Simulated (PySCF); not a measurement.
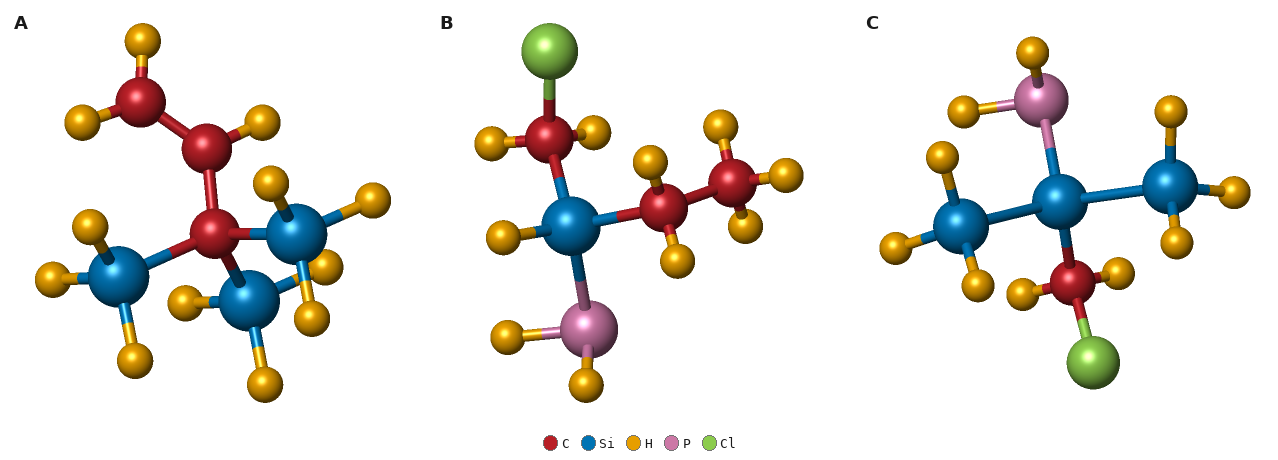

Simulated data, not a measurement (program: PySCF).

> Which panel belongs to which SMILES?
(1) CC[Si@H](P)CCl
(2) [SiH3][Si]([SiH3])(P)CCl
(3) C=CC([SiH3])([SiH3])[SiH3]

A is (3), B is (1), C is (2).
